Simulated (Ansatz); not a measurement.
Input file:

```
crystal:
  periodic: [false, false, false]
  atoms:
    - { symbol: B, position_ang: [-0.074328, -0.563385, -0.251613] }
    - { symbol: H, position_ang: [0.201358, 0.567306, 1.834086] }
    - { symbol: H, position_ang: [0.913955, 0.062546, -0.580862] }
    - { symbol: C, position_ang: [-1.475104, 0.013946, -0.63601] }
    - { symbol: H, position_ang: [-2.344253, -0.416184, -0.112806] }
    - { symbol: H, position_ang: [-1.538631, 1.114241, -0.635476] }
    - { symbol: H, position_ang: [-1.575325, -0.283173, -1.704303] }
    - { symbol: Si, position_ang: [0.160201, -2.387632, 0.466183] }
    - { symbol: H, position_ang: [0.090054, -3.352871, -0.692428] }
    - { symbol: H, position_ang: [1.473654, -2.623726, 1.157713] }
    - { symbol: H, position_ang: [-0.933709, -2.778887, 1.424657] }
    - { symbol: H, position_ang: [0.103228, -0.14198, 1.899959] }
basis:
  gaussian: { orbitals: def2-SVP }
hamiltonian:
  xc: r2scan
relax:
  f_tol: 0.03
  max_steps: 50
output:
  orbitals: {}
```

Run with:

```sh
ansatz run input.yaml --threads 2 --pin off --max-ram 3072MiB --backend cpu --events-out ev --progress --plain --runs-dir out
```

The fields are those of the run's last geometry, not of the input's.

Level of theory: RKS r2SCAN/def2-SVP in Ansatz 0.2.0.

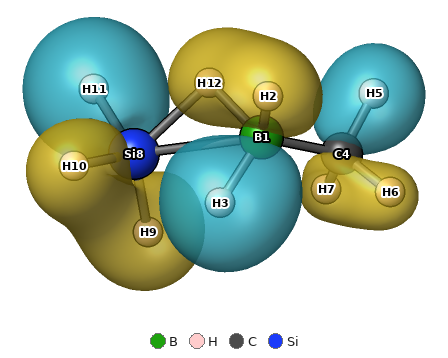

CH9BSi. The HOMO at ±0.08 Å⁻³ᐟ² (yellow and cyan are the two phases), seen from one side.

Q: Where does this orbital lie, and at what energy?

A: By Hirshfeld shares it lies mainly on Si8 (about 20 %), H11 (about 15 %), B1 (about 15 %), H3 (about 15 %), H9 (about 5 %) and C4 (about 5 %). Its energy is −7.63 eV.
